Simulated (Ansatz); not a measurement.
```xyz
7

Al    0.5658    0.0289    0.0007
C     1.0829   -0.0338    1.8800
H     0.2413   -0.2185    2.5639
H     1.8418   -0.8145    2.0562
H     1.5564    0.9167    2.1813
H     1.6816    0.2019   -1.1140
H    -0.9500   -0.0807   -0.4521
```

Theory: RKS CAM-B3LYP/def2-SVP in Ansatz.

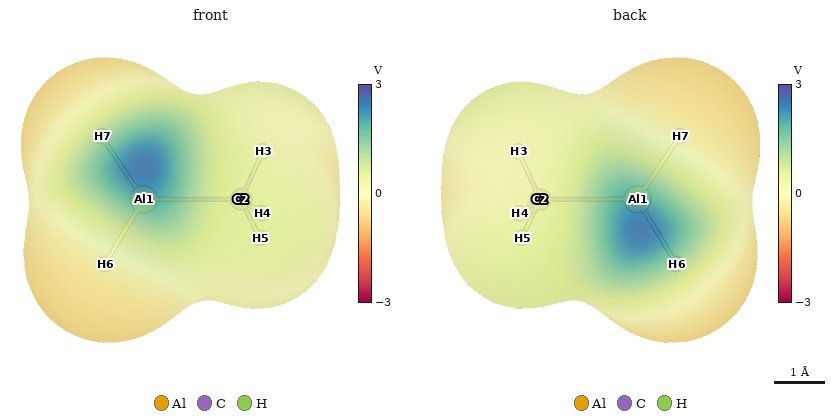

CH₅Al. The electrostatic potential painted on the density surface at 0.001 e/bohr³, seen from the front and from behind; red is negative and blue positive.

Which sites attract a positive test charge, and which a negative one?

A positive charge is drawn to the negative regions and a negative charge to the positive ones. The most negative region (about −0.6 V, or −14 kcal/mol for a unit charge) lies over H6 and H7, the most positive (about +2.5 V, or +58 kcal/mol for a unit charge) over Al1.
